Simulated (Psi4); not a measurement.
**quartet SiNH4 at 4 levels**

Aim: a comparison of 4 runs (U-r2SCAN/aug-cc-pVDZ, U-revPBE/aug-cc-pVDZ, UBLYP/aug-cc-pVDZ, UPBE/aug-cc-pVDZ) of quartet SiNH4. 

The results are computed with Psi4 1.11.

4 further runs of the same task are left out: 4 that didn't finish.

## (1) Starting point

The species is SiNH4 (6 atoms), meant as a quartet with charge 0. As SMILES of the parent species, `N[SiH2]`. Geometry: relaxed at PBE0-D4/def2-TZVP. This is one conformer, not always the lowest. That shape belongs to the parent species and isn't relaxed for this state.

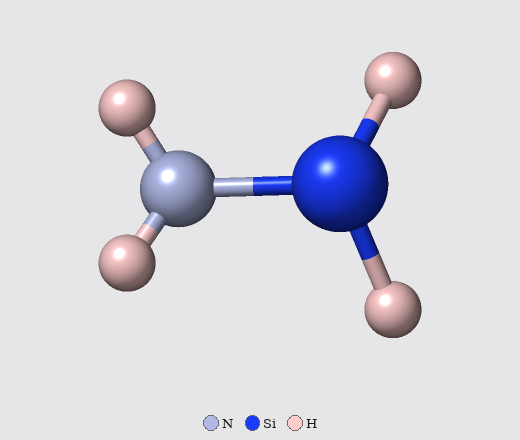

The structure, seen from a chosen angle (nitrogen light blue, silicon blue, hydrogen pink).

## (2) Energy and gradient at U-r2SCAN/aug-cc-pVDZ (run 1)

The input, h4nsi.xyz:

```xyz
6
H4NSi
N     -0.062300    -0.863500     0.020900
Si     0.307400     0.815300     0.161600
H      0.565000    -1.475900    -0.476400
H     -0.503600    -1.346500     0.787600
H      0.657400     1.307800    -1.204100
H     -0.921600     1.498900     0.664300
```

The input, job.py:

```python
import psi4

psi4.set_memory('1600 MB')
psi4.set_num_threads(1)
psi4.set_output_file('h4nsi.out', False)

with open('h4nsi.xyz') as f:
    atoms = ''.join(f.readlines()[2:])
mol = psi4.geometry('0 4\n' + atoms + 'symmetry c1\nno_reorient\nno_com')

options = {'basis': 'aug-cc-pVDZ', 'reference': 'uks', 'puream': True, 'e_convergence': 1e-09, 'd_convergence': 1e-08, 'scf_type': 'pk', 'dft_radial_points': 99, 'dft_spherical_points': 590, 'maxiter': 200}
psi4.set_options(options)

E, wfn = psi4.gradient('r2scan', molecule=mol, return_wfn=True)
psi4.oeprop(wfn, 'MULLIKEN_CHARGES', 'WIBERG_LOWDIN_INDICES', 'LOWDIN_CHARGES')
print('gradient / Eh bohr^-1')
print(E.np.round(6))
print(f'energy = {wfn.energy():.10f} Eh')
```

On the command line:

```
$ python job.py
```

h4nsi.out:

```text
[...]
  Running in c1 symmetry.
[...]
  Nuclear repulsion =   57.591071215368189
[...]
  Multiplicity = 4
[...]
  Nalpha       = 14
  Nbeta        = 11
[...]
    Number of basis functions: 86
[...]
   @UKS iter   1:  -345.86210145275737    2.34241e-01   1.09217e-02 ADIIS/DIIS
[...]
   @UKS iter  16:  -346.33890299727562   -7.27596e-12   9.38516e-09 DIIS
[...]
   @S^2 Observed:                3.757693538E+00
[...]
  @UKS Final Energy:  -346.33890299727562
   => Energetics <=
    Nuclear Repulsion Energy =             57.5910712153681885
    One-Electron Energy =                -589.9793093931111798
    Two-Electron Energy =                 215.2081119151755502
    DFT Exchange-Correlation Energy =     -29.1587767347081623
    Empirical Dispersion Energy =           0.0000000000000000
    VV10 Nonlocal Energy =                  0.0000000000000000
    Total Energy =                       -346.3389029972756248
[...]
  -Total Gradient:
     Atom            X                  Y                   Z
    ------   -----------------  -----------------  -----------------
       1        0.008047621002     0.049948576826     0.001686378836
       2       -0.017270382701    -0.109017250756    -0.003466871157
       3       -0.020003414590     0.028568148810     0.031010661334
       4        0.029837615755     0.022535539007    -0.027928183847
       5       -0.001448067827     0.004058069045     0.000439356002
       6        0.000561771159     0.003826305789    -0.001965544706
[...]
```

The script printed:

```text
Memory set to   1.490 GiB by Python driver.
  Threads set to 1 by Python driver.
gradient / Eh bohr^-1
[[ 0.008048  0.049949  0.001686]
 [-0.01727  -0.109017 -0.003467]
 [-0.020003  0.028568  0.031011]
 [ 0.029838  0.022536 -0.027928]
 [-0.001448  0.004058  0.000439]
 [ 0.000562  0.003826 -0.001966]]
energy = -346.3389029973 Eh
```

It took 3.1 min on 1 thread of Intel Xeon Platinum 8488C (Sapphire Rapids), shared host; peak memory 1.1 GiB.

## (3) Energy and forces at U-revPBE/aug-cc-pVDZ (run 2)

The input, calc.in:

```
memory 1600 MB

molecule m {
  0 4
  N     -0.11772994    -1.63177851     0.03949528
  Si     0.58090181     1.54069371     0.30537974
  H      1.06769526    -2.78904679    -0.90026553
  H     -0.95166608    -2.54451623     1.48834830
  H      1.24230595     2.47138383    -2.27541923
  H     -1.74157160     2.83251049     1.25534506
  units bohr
  symmetry c1
  no_reorient
  no_com
}

set {
  reference            uks
  puream               true
  e_convergence        1e-09
  d_convergence        1e-08
  scf_type             pk
  dft_radial_points    99
  dft_spherical_points 590
  maxiter              200
}

result, w = gradient('revpbe/aug-cc-pVDZ', return_wfn=True)
oeprop(w, 'DIPOLE', 'WIBERG_LOWDIN_INDICES', 'LOWDIN_CHARGES', title='REVPBE')
```

On the command line:

```
$ psi4 -i calc.in -o calc.out -n 1
```

calc.out:

```text
[...]
  Running in c1 symmetry.
[...]
  Nuclear repulsion =   57.591071191724183
[...]
  Multiplicity = 4
[...]
  Nalpha       = 14
  Nbeta        = 11
[...]
    Number of basis functions: 86
[...]
   @UKS iter   1:  -345.79278250274984    3.12471e-01   1.16176e-02 DIIS/ADIIS
[...]
   @UKS iter  16:  -346.32035926132556   -2.72848e-12   5.55867e-09 DIIS
[...]
   @S^2 Observed:                3.754453584E+00
[...]
  @UKS Final Energy:  -346.32035926132556
   => Energetics <=
    Nuclear Repulsion Energy =             57.5910711917241827
    One-Electron Energy =                -589.9803985346027275
    Two-Electron Energy =                 215.1978453029582283
    DFT Exchange-Correlation Energy =     -29.1288772214052223
    Empirical Dispersion Energy =           0.0000000000000000
    VV10 Nonlocal Energy =                  0.0000000000000000
    Total Energy =                       -346.3203592613255637
[...]
  -Total Gradient:
     Atom            X                  Y                   Z
    ------   -----------------  -----------------  -----------------
       1        0.011088743612     0.053046212283     0.003946061671
       2       -0.021296697792    -0.113772141513    -0.006379029422
       3       -0.022913255203     0.031466535921     0.033032932202
       4        0.031627743453     0.024868683107    -0.031436848606
       5       -0.002483339199     0.002582212932     0.004263673084
       6        0.003977794706     0.001807208591    -0.003425819302
[...]
```

It took 100 s on 1 thread of Intel Xeon Platinum 8488C (Sapphire Rapids), shared host; peak memory 0.84 GiB.

Run 3 isn't shown in full; the table further down has it.

## (4) Energy and gradient at UPBE/aug-cc-pVDZ (run 4)

The input, job.dat:

```
memory 1600 mb

molecule geom {
  0 4
  N
  Si 1 r2
  H 1 r3 2 a3
  H 1 r4 3 a4 2 d4
  H 2 r5 1 a5 3 d5
  H 2 r6 5 a6 1 d6

  r2 = 1.724774
  r3 = 1.007892
  a3 = 119.88443
  r4 = 1.007901
  a4 = 110.89542
  d4 = -146.56269
  r5 = 1.493383
  a5 = 107.25545
  d5 = 48.88236
  r6 = 1.493472
  a6 = 110.47088
  d6 = -116.58085
  symmetry c1
  no_reorient
  no_com
}

set reference uks
set puream true
set e_convergence 1e-09
set d_convergence 1e-08
set scf_type pk
set dft_radial_points 99
set dft_spherical_points 590
set maxiter 200

energy_value, wavefunction = gradient('pbe/aug-cc-pVDZ', return_wfn=True)
oeprop(wavefunction, 'QUADRUPOLE', 'LOWDIN_CHARGES', 'DIPOLE')
```

On the command line:

```
$ psi4 -n 1 job.dat job.out
```

job.out:

```text
[...]
  Running in c1 symmetry.
[...]
  Nuclear repulsion =   57.591059369593879
[...]
  Multiplicity = 4
[...]
  Nalpha       = 14
  Nbeta        = 11
[...]
    Number of basis functions: 86
[...]
   @UKS iter   1:  -345.63105783145124    3.35699e-01   1.18260e-02 ADIIS/DIIS
[...]
   @UKS iter  16:  -346.17184603321834   -1.13687e-12   4.80487e-09 DIIS
[...]
   @S^2 Observed:                3.753884668E+00
[...]
  @UKS Final Energy:  -346.17184603321834
   => Energetics <=
    Nuclear Repulsion Energy =             57.5910593695938786
    One-Electron Energy =                -589.9902919854455376
    Two-Electron Energy =                 215.1993390342645682
    DFT Exchange-Correlation Energy =     -28.9719524516311964
    Empirical Dispersion Energy =           0.0000000000000000
    VV10 Nonlocal Energy =                  0.0000000000000000
    Total Energy =                       -346.1718460332183440
[...]
  -Total Gradient:
     Atom            X                  Y                   Z
    ------   -----------------  -----------------  -----------------
       1       -0.000709279926    -0.000240794523     0.051344786641
       2        0.005010831607     0.001661485561    -0.112623602573
       3        0.010981941796    -0.040943175189     0.028151201816
       4       -0.015426657633     0.039488866533     0.028168644924
       5        0.001581289008    -0.004496640429     0.002481388564
       6       -0.001436477092     0.004530799347     0.002476594017
[...]
```

Wall time 100 s (1 thread of Intel Xeon Platinum 8488C (Sapphire Rapids), shared host); peak memory 0.84 GiB.

## (5) Overview of the runs

```csv
run,level,energy (Eh),dipole moment (D),HOMO energy (eV),⟨S²⟩,wall time
1,U-r2SCAN/aug-cc-pVDZ,-346.338903,1.09,-2.55,3.758,3.1 min
2,U-revPBE/aug-cc-pVDZ,-346.320359,0.89,-2.40,3.754,100 s
3,UBLYP/aug-cc-pVDZ,-346.365371,1.09,-2.30,3.753,88 s
4,UPBE/aug-cc-pVDZ,-346.171846,0.84,-2.45,3.754,100 s
```

## (6) Summary of results

| quantity | value |
| --- | --- |
| run 4: total energy | -346.17185 Eh |
| run 4: dipole moment | 0.84 D |
| run 4: HOMO energy (highest over α and β) | -2.45 eV |
| run 4: ⟨S²⟩ | 3.754 |
| run 4: largest force on an atom | 5.798 eV/Å |

**Reading.** The dipole moment (its size) runs from 0.84 D (UPBE/aug-cc-pVDZ) to 1.09 D (UBLYP/aug-cc-pVDZ). Totals of different functionals can't be ranked against each other. All runs together took 7.9 min, the longest 3.1 min.
